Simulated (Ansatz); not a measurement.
# AlClFH2Si (charge -1): inversion of the pyramid at Si3, part 2 of 2

Aim: the minimum-energy path and barrier of the inversion of the pyramid at Si3. The ends are relaxed first, then joined by a nudged elastic band. SMILES of the start: [F][Al]([SiH2-])[Cl].

Ansatz 0.2.0; RKS PBE0-D4/def2-SVP. The steps go on from the part before.

## (8) What the band shows

The 5 inner images lie between the fixed ends 0 and 6. Energy is taken from image 0, and the path length is the program's own coordinate along the band.

| image | path (Å) | energy (eV) | sum of angles at Si3 (°) | band force (eV/Å) |
| --- | --- | --- | --- | --- |
| 0 | 0.000 | 0.0000 | 276.5 | - |
| 1 | 0.382 | 0.0439 | 303.8 | 0.017 |
| 2 | 0.764 | 0.2664 | 341.4 | 0.010 |
| 3* | 1.146 | 0.4744 | 360.0 | 0.010 |
| 4 | 1.528 | 0.2665 | 341.4 | 0.010 |
| 5 | 1.910 | 0.0440 | 303.8 | 0.016 |
| 6 | 2.292 | 0.0000 | 276.5 | - |

The star marks the climbing image.

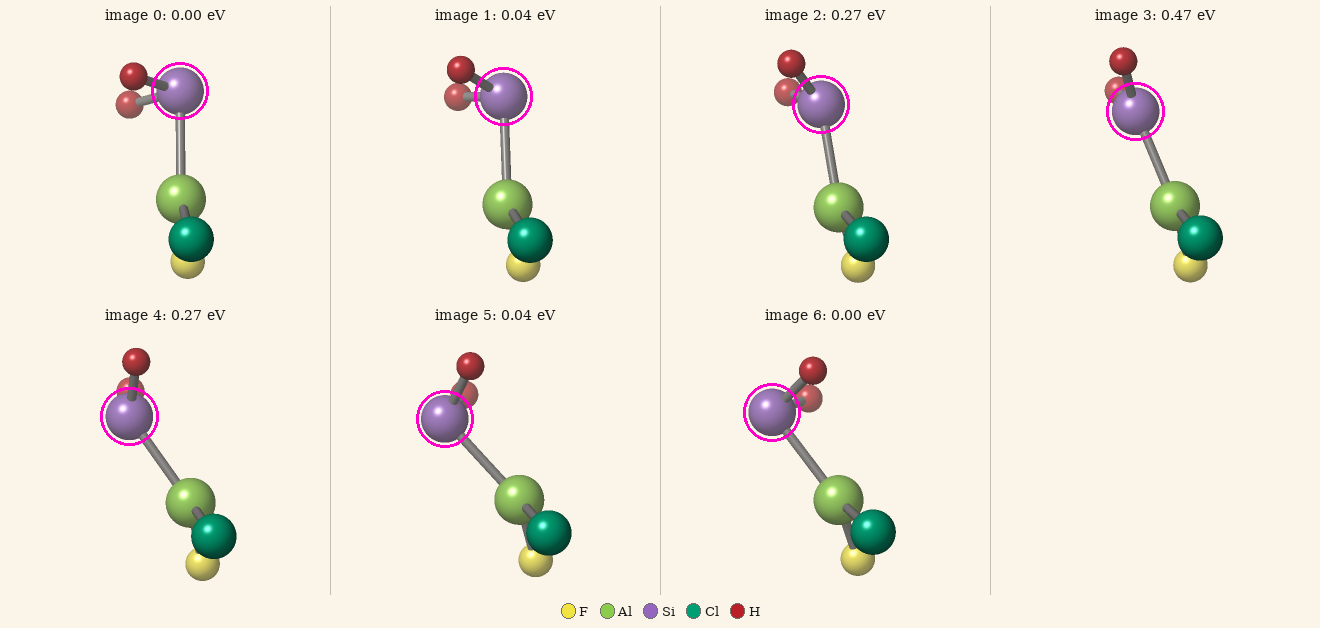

The images of the last band, seen from a free direction. Ringed: Si3. Sticks join atoms closer than a bonding distance in each image.

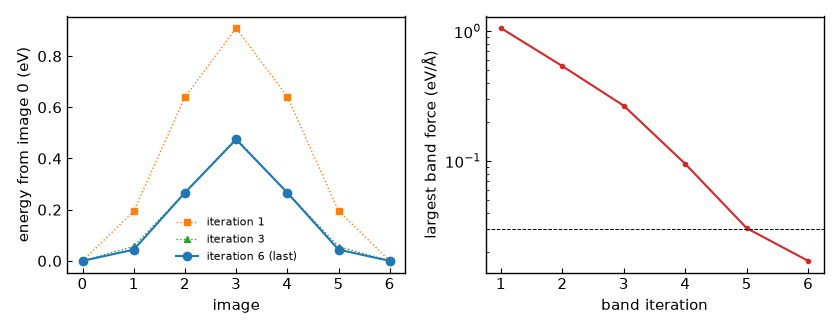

Left: energy of each image for early iterations and the last one (lines only join the points; early values far above the last band run off the scale). Right: the largest band force by iteration, with the threshold dashed.

The top of the band by iteration:

| iteration | highest image above image 0 (eV) | largest band force (eV/Å) |
| --- | --- | --- |
| 1 | 0.9092 | 1.057 |
| 2 | 0.5183 | 0.538 |
| 3 | 0.4786 | 0.266 |
| 4 | 0.4747 | 0.095 |
| 5 | 0.4745 | 0.030 |
| 6 | 0.4744 | 0.017 |

The band as a trajectory file:

```xyz
6
image=0 dE=0.0000
F     0.287   -2.299   -0.419
Al   -0.373   -0.767   -0.100
Si    0.720    1.077    0.963
Cl   -2.507   -1.004   -0.524
H     1.924    0.922    0.009
H    -0.050    2.071    0.072
6
image=1 dE=0.0439
F     0.230   -2.398   -0.345
Al   -0.402   -0.826   -0.215
Si    0.693    1.042    0.785
Cl   -2.568   -1.090   -0.364
H     2.043    1.055    0.059
H     0.004    2.216    0.081
6
image=2 dE=0.2664
F     0.215   -2.456   -0.259
Al   -0.435   -0.889   -0.224
Si    0.672    1.012    0.468
Cl   -2.600   -1.122   -0.237
H     2.136    1.123    0.109
H     0.012    2.331    0.143
6
image=3 dE=0.4744
F     0.217   -2.472   -0.207
Al   -0.451   -0.919   -0.088
Si    0.671    1.024    0.101
Cl   -2.610   -1.131   -0.151
H     2.165    1.136    0.141
H     0.007    2.363    0.203
6
image=4 dE=0.2665
F     0.213   -2.465   -0.153
Al   -0.440   -0.912    0.052
Si    0.687    1.075   -0.262
Cl   -2.604   -1.137   -0.064
H     2.135    1.118    0.170
H     0.010    2.322    0.257
6
image=5 dE=0.0440
F     0.224   -2.422   -0.057
Al   -0.407   -0.849    0.056
Si    0.720    1.158   -0.567
Cl   -2.577   -1.127    0.068
H     2.041    1.043    0.203
H     0.000    2.198    0.298
6
image=6 dE=0.0000
F     0.274   -2.334   -0.195
Al   -0.368   -0.761   -0.154
Si    0.797    1.291   -0.552
Cl   -2.532   -1.067   -0.033
H     1.905    0.865    0.434
H    -0.076    2.006    0.499
```

## (9) Frequencies at the highest image

The geometry is the highest inner image of the first converged band.

File input.yaml:

```yaml
crystal:
  periodic: [false, false, false]
  atoms:
    - { symbol: F, position_ang: [0.216834, -2.47223, -0.207027] }
    - { symbol: Al, position_ang: [-0.450544, -0.918775, -0.087741] }
    - { symbol: Si, position_ang: [0.670846, 1.023531, 0.101423] }
    - { symbol: Cl, position_ang: [-2.609677, -1.131373, -0.150635] }
    - { symbol: H, position_ang: [2.165221, 1.135998, 0.140981] }
    - { symbol: H, position_ang: [0.00732, 2.362838, 0.202999] }
total_charge: -1
basis:
  gaussian: { orbitals: def2-SVP }
hamiltonian:
  xc: pbe0
  dispersion: d4
phonons: {}
```

Launch:

```
> ansatz run input.yaml --threads 1 --pin off --max-ram 2048MiB --backend cpu --events-out ev --progress --plain --runs-dir out
```

The program printed, cut to the lines that bear on the results:

```text
Warning: RAYON_NUM_THREADS=1 ignored (pool sized by the plan → 1); use --threads N
[...]
Functional definition: PBE0
[...]
760 factors; integrals over basis functions are off by at most 4.0e-4 eV
[...]
mean field -29727.20164828 eV, -1092.4545107532 hartree, gradient 5.6e-5 eV, S^2 0.000000; 0 other end points of the search recorded, 0 dependent functions left out
[...]
reference -29727.20167583 eV, -1092.4545117659 hartree; 28, 28 occupied and 50, 50 virtual orbitals, 760 factors
[...]
760 factors; integrals over basis functions are off by at most 4.0e-4 eV
[...]
mean field -29727.20164182 eV, -1092.4545105157 hartree, gradient 2.9e-6 eV, S^2 0.000000; 0 other end points of the search recorded, 0 dependent functions left out
[...]
reference -29727.20166937 eV, -1092.4545115284 hartree; 28, 28 occupied and 50, 50 virtual orbitals, 760 factors
[...]
760 factors; integrals over basis functions are off by at most 4.0e-4 eV
[...]
reference -29727.20162054 eV, -1092.4545097338 hartree; 28, 28 occupied and 50, 50 virtual orbitals, 760 factors
[...]
760 factors; integrals over basis functions are off by at most 4.0e-4 eV
mean field -29727.20153941 eV, -1092.4545067525 hartree, gradient 1.3e-6 eV, S^2 0.000000; 0 other end points of the search recorded, 0 dependent functions left out
[...]
reference -29727.20156697 eV, -1092.4545077653 hartree; 28, 28 occupied and 50, 50 virtual orbitals, 760 factors
[...]
760 factors; integrals over basis functions are off by at most 4.0e-4 eV
mean field -29727.20165805 eV, -1092.4545111123 hartree, gradient 9.6e-7 eV, S^2 0.000000; 0 other end points of the search recorded, 0 dependent functions left out
[...]
reference -29727.20168560 eV, -1092.4545121249 hartree; 28, 28 occupied and 50, 50 virtual orbitals, 760 factors
[...]
760 factors; integrals over basis functions are off by at most 4.0e-4 eV
mean field -29727.20165198 eV, -1092.4545108892 hartree, gradient 1.2e-6 eV, S^2 0.000000; 0 other end points of the search recorded, 0 dependent functions left out
[...]
```

## (10) The log goes on: vibrations at the highest image of the band

The log, continued, cut to the lines that bear on the results:

```text
reference -29727.20167953 eV, -1092.4545119019 hartree; 28, 28 occupied and 50, 50 virtual orbitals, 760 factors
[...]
760 factors; integrals over basis functions are off by at most 4.0e-4 eV
mean field -29727.20158260 eV, -1092.4545083396 hartree, gradient 1.6e-6 eV, S^2 0.000000; 0 other end points of the search recorded, 0 dependent functions left out
[...]
reference -29727.20161015 eV, -1092.4545093521 hartree; 28, 28 occupied and 50, 50 virtual orbitals, 760 factors
[...]
760 factors; integrals over basis functions are off by at most 4.0e-4 eV
[...]
mean field -29727.20163435 eV, -1092.4545102412 hartree, gradient 1.5e-6 eV, S^2 0.000000; 0 other end points of the search recorded, 0 dependent functions left out
[...]
reference -29727.20166190 eV, -1092.4545112539 hartree; 28, 28 occupied and 50, 50 virtual orbitals, 760 factors
[...]
760 factors; integrals over basis functions are off by at most 4.0e-4 eV
[...]
reference -29727.20167480 eV, -1092.4545117278 hartree; 28, 28 occupied and 50, 50 virtual orbitals, 760 factors
WARN: phonons: modes at or below zero, which the zero-point energy, F, S and C_V leave out: 1, the lowest at -390.09 cm⁻¹. A minimum has none, and a first-order saddle one
Total energy: -29727.34248643 eV, -1092.4596864597 hartree
Atom 0 at     0.216834    -2.472230    -0.207027 Å, force     0.000303    -0.006668    -0.000601 eV/Å
Atom 1 at    -0.450544    -0.918775    -0.087741 Å, force    -0.009623     0.007600     0.000050 eV/Å
Atom 2 at     0.670846     1.023531     0.101423 Å, force     0.005656    -0.005312    -0.000435 eV/Å
Atom 3 at    -2.609677    -1.131373    -0.150635 Å, force     0.008232     0.000273     0.000533 eV/Å
Atom 4 at     2.165221     1.135998     0.140981 Å, force     0.002629    -0.000154     0.000397 eV/Å
Atom 5 at     0.007320     2.362838     0.202999 Å, force    -0.007196     0.004261     0.000057 eV/Å
Dipole moment:    -0.456273    -0.420585    -0.045341 e Å
Vibrations: -390.09 122.94 205.54 243.60 304.89 380.66 433.73 569.16 810.88 888.89 2187.56 2197.57 cm⁻¹, zero-point energy 0.517351 eV
```

It took 2.1 min on 1 thread of Intel Xeon at 2.50GHz (Skylake/Cascade Lake), shared host; peak memory 0.18 GiB.

Of 12 modes, 1 is imaginary by more than 30 cm⁻¹ (390i cm⁻¹).

## (11) Another band, settings changed

crystal.atoms is end A as relaxed above, and neb.final_atoms is end B, turned to lie on A. With 5 inner images the band has 7 in all.

File input.yaml:

```yaml
crystal:
  periodic: [false, false, false]
  atoms:
    - { symbol: F, position_ang: [0.286609, -2.299026, -0.419457] }
    - { symbol: Al, position_ang: [-0.373106, -0.767037, -0.09976] }
    - { symbol: Si, position_ang: [0.720422, 1.076599, 0.963145] }
    - { symbol: Cl, position_ang: [-2.507488, -1.003503, -0.524423] }
    - { symbol: H, position_ang: [1.923939, 0.921526, 0.008589] }
    - { symbol: H, position_ang: [-0.050377, 2.071431, 0.071907] }
total_charge: -1
basis:
  gaussian: { orbitals: def2-SVP }
hamiltonian:
  xc: pbe0
  dispersion: d4
neb:
  order_check: false
  images: 5
  f_tol: 0.03
  max_iterations: 60
  initial_path: idpp
  max_displacement: 0.5
  optimiser: lbfgs
  final_atoms:
    - { symbol: F, position_ang: [0.27707344, -2.3158647, -0.34561237] }
    - { symbol: Al, position_ang: [-0.35349691, -0.74127628, -0.25326997] }
    - { symbol: Si, position_ang: [0.86363033, 1.31672588, -0.3560706] }
    - { symbol: Cl, position_ang: [-2.52019346, -1.01988654, -0.40041038] }
    - { symbol: H, position_ang: [1.8499192, 0.79812799, 0.71179531] }
    - { symbol: H, position_ang: [-0.1169336, 1.96216365, 0.64356902] }
```

Launch:

```
> ansatz run input.yaml --threads 1 --pin off --max-ram 2048MiB --backend cpu --events-out ev --progress --plain --runs-dir out
```

The program printed, cut to the lines that bear on the results:

```text
Warning: RAYON_NUM_THREADS=1 ignored (pool sized by the plan → 1); use --threads N
[...]
[... 1 set-up line as earlier in the session ...]
[...]
762 factors; integrals over basis functions are off by at most 2.7e-4 eV
[...]
mean field -29727.67467092 eV, -1092.4718940148 hartree, gradient 3.1e-5 eV, S^2 0.000000; 0 other end points of the search recorded, 0 dependent functions left out
[...]
reference -29727.67469953 eV, -1092.4718950659 hartree; 28, 28 occupied and 50, 50 virtual orbitals, 762 factors
762 factors; integrals over basis functions are off by at most 5.4e-4 eV
[...]
mean field -29727.67460041 eV, -1092.4718914236 hartree, gradient 3.0e-5 eV, S^2 0.000000; 0 other end points of the search recorded, 0 dependent functions left out
[...]
reference -29727.67462903 eV, -1092.4718924752 hartree; 28, 28 occupied and 50, 50 virtual orbitals, 762 factors
[...]
NEB iter  26: max|band force component| = 4.512e-2 eV/Å  barrier→ = 0.4749 eV  barrier← = 0.4749 eV  CI = image 3  Δτ_max = 0.0007 Å  (107 SCF iters)
[...]
NEB iter  27: max|band force component| = 2.743e-2 eV/Å  barrier→ = 0.4749 eV  barrier← = 0.4748 eV  CI = image 3  Δτ_max = 0.0000 Å  (227 SCF iters)
Total energy: -29727.34204370 eV, -1092.4596701899 hartree
Atom 0 at     0.226812    -2.467372    -0.205255 Å, force    -0.022166    -0.017470    -0.002721 eV/Å
Atom 1 at    -0.450231    -0.918030    -0.087632 Å, force    -0.001904     0.007191     0.000482 eV/Å
Atom 2 at     0.668065     1.023675     0.101359 Å, force     0.004235    -0.003381    -0.000227 eV/Å
Atom 3 at    -2.608996    -1.124177    -0.151082 Å, force    -0.000453    -0.020109    -0.000922 eV/Å
Atom 4 at     2.162971     1.124333     0.138634 Å, force     0.006330     0.026976     0.003476 eV/Å
Atom 5 at     0.001378     2.361562     0.203977 Å, force     0.013958     0.006794    -0.000088 eV/Å
Dipole moment:    -0.458483    -0.420765    -0.045571 e Å
this run last wrote the band of iteration 27 to <dir>
```

It took 11 min on 1 thread of Intel Xeon at 2.50GHz (Skylake/Cascade Lake), shared host; peak memory 0.19 GiB.

## (12) The band, image by image

The 5 inner images lie between the fixed ends 0 and 6. Energy is taken from image 0, and the path length is the program's own coordinate along the band.

| image | path (Å) | energy (eV) | sum of angles at Si3 (°) | band force (eV/Å) |
| --- | --- | --- | --- | --- |
| 0 | 0.000 | 0.0000 | 276.5 | - |
| 1 | 0.380 | 0.0454 | 304.5 | 0.022 |
| 2 | 0.759 | 0.2712 | 341.9 | 0.027 |
| 3* | 1.135 | 0.4749 | 360.0 | 0.027 |
| 4 | 1.511 | 0.2710 | 341.9 | 0.027 |
| 5 | 1.889 | 0.0453 | 304.5 | 0.023 |
| 6 | 2.270 | 0.0000 | 276.5 | - |

The star marks the climbing image.

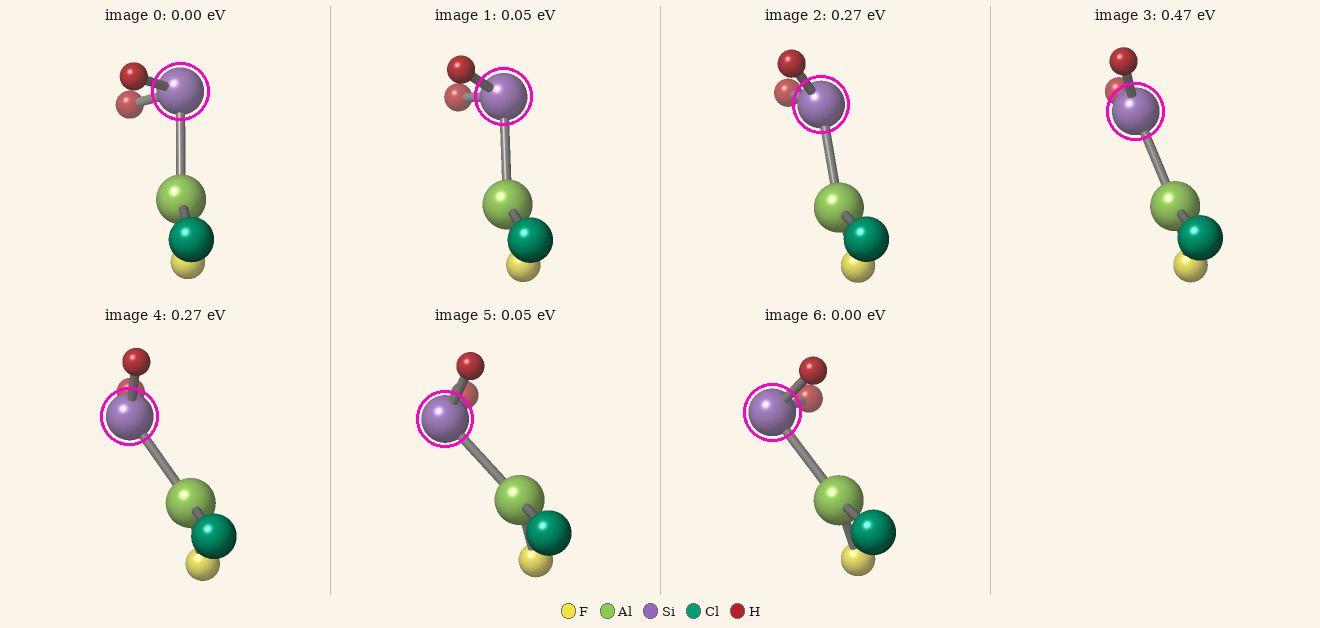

The images of the last band, seen from a free direction. Ringed: Si3. Sticks join atoms closer than a bonding distance in each image.

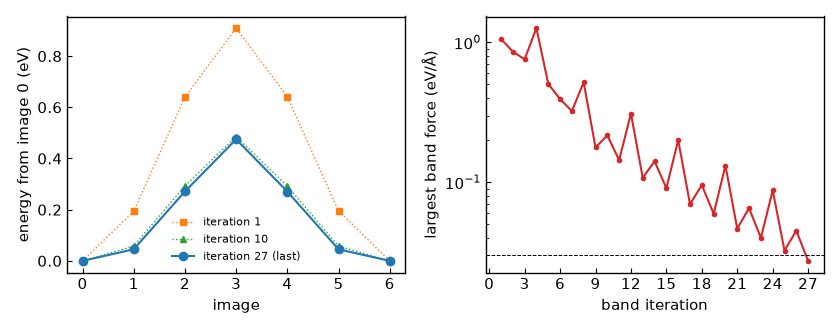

Left: energy of each image for early iterations and the last one (lines only join the points; early values far above the last band run off the scale). Right: the largest band force by iteration, with the threshold dashed.

## (13) What came out

What follows sums up all 2 parts.

```
                                quantity                                                      value
                                   end A                                   25 moves, 0.265 eV lower
                                   end B                                   26 moves, 0.434 eV lower
            first band: barrier forwards                                                   0.474 eV
           first band: barrier backwards                                                   0.474 eV
first band: second end relative to first                                                   0.000 eV
               first band: highest image                                      3 of 0 to 6, climbing
             first band: band iterations                                                          6
              imaginary modes at the top                                                  390i cm⁻¹
                             second band  top 0.475 eV above image 0, 27 iterations, 5 inner images
             time, first and second band                                           3 min and 11 min
```

In words: In the first band: the barrier from the first end is 0.47 eV, 18 times kT at 300 K; with a typical attempt rate of 10^13 per second that is roughly 10^5 events a second. The ends differ by 1 meV at most. One imaginary mode, as a first-order saddle point has. The second band's top agrees with the first's to 1 meV, so the changed settings hardly move the height. These are electronic energies, with no zero-point or thermal terms.
